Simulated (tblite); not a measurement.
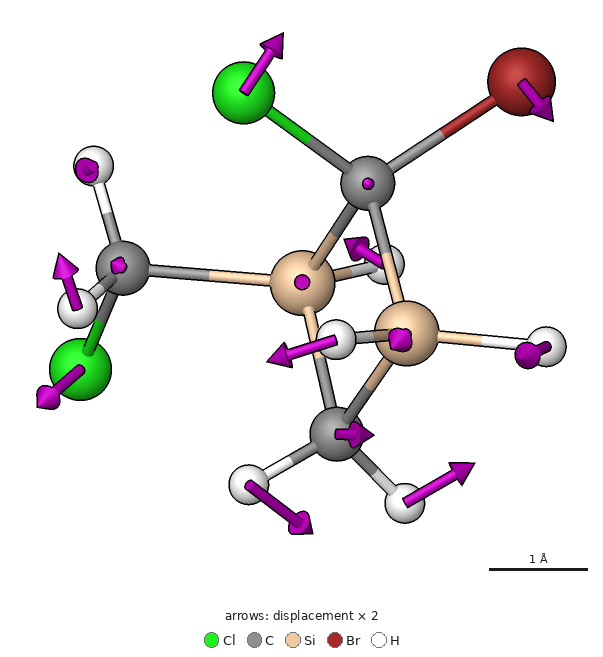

This is a relaxation of C3H7BrCl2Si2. The starting structure is drawn; purple arrows show the displacements, magnified 2 times. The two geometries are superimposed by the best rigid fit.

Style: ball-and-stick. Shown from a free direction.

The calculation used GFN2-xTB geometry optimisation, gas phase in tblite 0.8.0. 

### What did the optimiser do to the structure, and how much energy did it gain?

The largest move after the best rigid fit is that of an H atom, 0.54 Å. By element the largest moves are H 0.54 Å, Cl 0.45 Å, Br 0.28 Å, C 0.22 Å, Si 0.20 Å. Near-neighbour distances that change, for instance: C–Si 1.844 → 1.950 Å, C–Si 1.867 → 1.945 Å, C–Si 1.847 → 1.922 Å, Br–C 1.917 → 1.982 Å. Bond angles that change, for instance: Si–C–H 106.2° → 113.2°, Si–C–Br 116.2° → 109.4°, Si–C–Cl 110.4° → 117.1°. Over 133 geometry steps the energy falls by 12.0 kcal/mol. Cost: 1.5 s on 1 thread of Arm Neoverse V1 (shared host).
